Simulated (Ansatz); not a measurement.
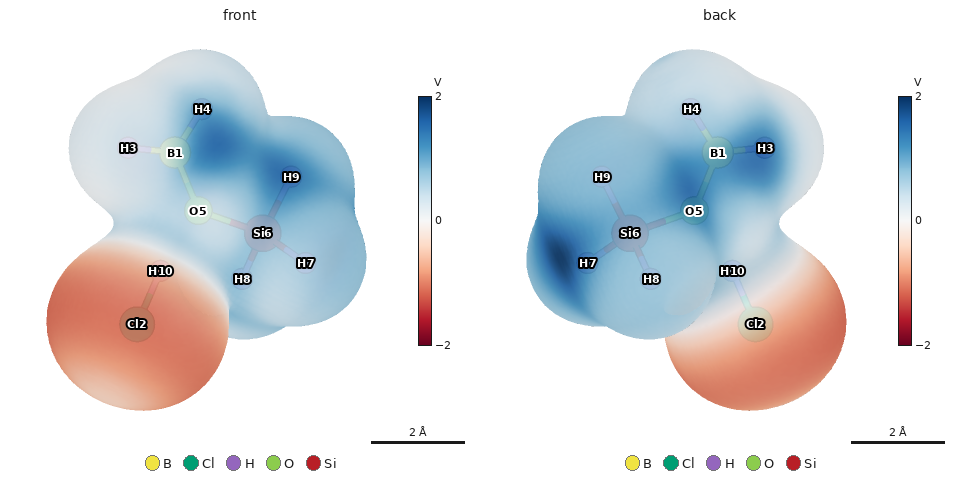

BH₅OSi···HCl. The molecular electrostatic potential painted on the density surface at 0.002 e/bohr³, seen from the front and from behind; red is negative and blue positive.

These are results of RKS LDA/6-31G* in Ansatz, not measurements.

| atom | x (Å) | y (Å) | z (Å) |
| --- | --- | --- | --- |
| B | 0.0527 | -0.2427 | -0.6628 |
| Cl | 0.4038 | -1.1039 | 3.1401 |
| H | 0.5536 | 0.7523 | -0.1978 |
| H | -0.2331 | -0.3782 | -1.8334 |
| O | -0.1980 | -1.2627 | 0.1957 |
| Si | -0.8900 | -2.7812 | -0.1274 |
| H | 0.1295 | -3.8133 | 0.2280 |
| H | -2.1021 | -2.9026 | 0.7367 |
| H | -1.2376 | -2.8237 | -1.5836 |
| H | 0.1817 | -1.0674 | 1.8228 |

> Where is the surface potential most negative and most positive?

The most negative region (about −1.1 V) lies over Cl2, the most positive (about +1.9 V) over Si6.
